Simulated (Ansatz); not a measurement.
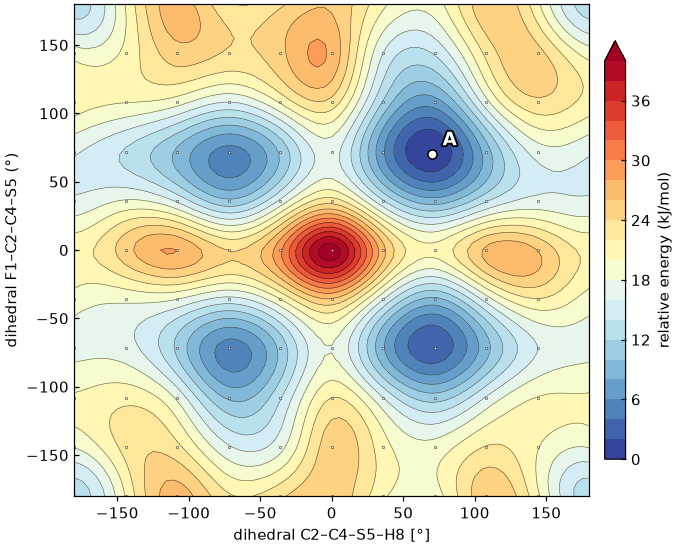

C₂H₃FSSe, SMILES FC(=[Se])CS. 
- The first coordinate is: dihedral C2–C4–S5–H8; the second: dihedral F1–C2–C4–S5.
- Nothing is relaxed (all other coordinates rigid).
- The scan uses a 10 × 10 grid.
- All energies are given in kJ/mol relative to the relaxed molecule at the same level.
- All numbers below come from RKS PBE0-D4/def2-SVP in Ansatz.

In the figure: filled contours, dots at the grid points, one colour for all values above the top of the scale, the point A. Between grid points the surface is interpolated.

Q: What is the easiest way out of the well at A, and how high is the barrier?

A: The easiest path leads from the well at dihedral C2–C4–S5–H8 = 72°, dihedral F1–C2–C4–S5 = 72° to the well at about dihedral C2–C4–S5–H8 = −70°, dihedral F1–C2–C4–S5 = 65°, about 4.7 kJ/mol higher. Its highest point lies about 16 kJ/mol above the bottom of the first well on the interpolated surface, at about dihedral C2–C4–S5–H8 = 155°, dihedral F1–C2–C4–S5 = 50°. Seen from the upper well the barrier is about 11 kJ/mol. The start is the relaxed structure and all else is held, so a fully relaxed path at this level can only be lower.

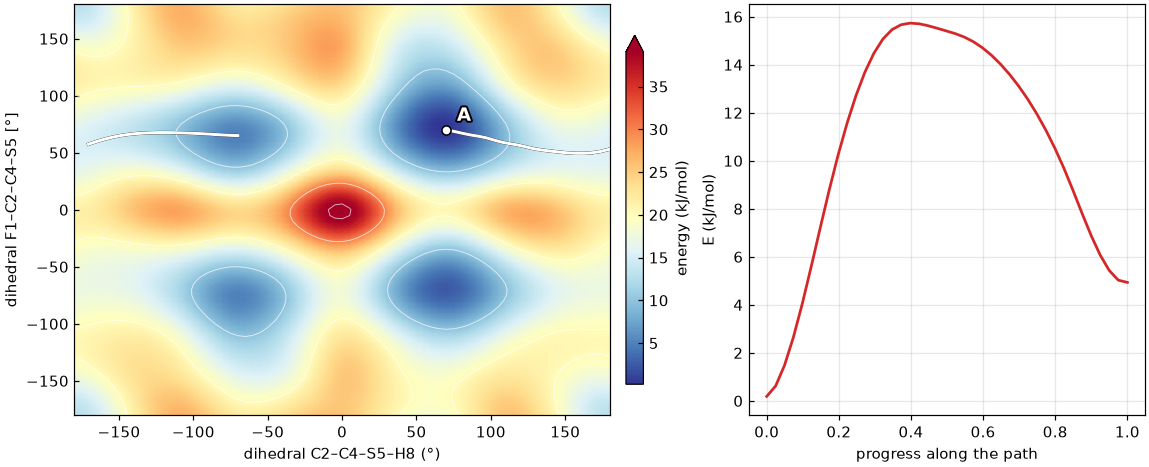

Drawn: a smooth colour map with a few white contour lines, a line along the lowest path, one colour for all values above the top of the scale, the energy along the path at the right. Between grid points the surface is interpolated.
